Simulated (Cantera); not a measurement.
Input: 1 mol B2O3, 1.2 mol SiCl4, a varied amount of O2, held at 550 °C and 17.0 Pa.

Cantera equilibrium calculation (NASA polynomials, part measured and part estimated; ideal gas, pure solids and liquids). Candidate condensed phases: B, B2O3, Si, SiO2; 27 gas species. Condensed phases not in the tables: borates and borosilicate glass, alloys, solid solutions and most ternary compounds. Equilibrium is a limit: real reactors are often held back by kinetics, nucleation or transport.

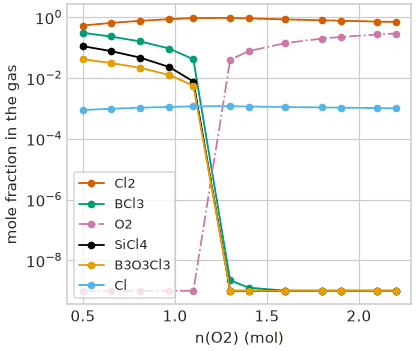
Equilibrium gas composition (values under 1e-9 drawn at 1e-9)

From 0.5 mol O2 to 2.2 mol O2 the condensed part is B2O3(l) + SiO2(α-quartz).
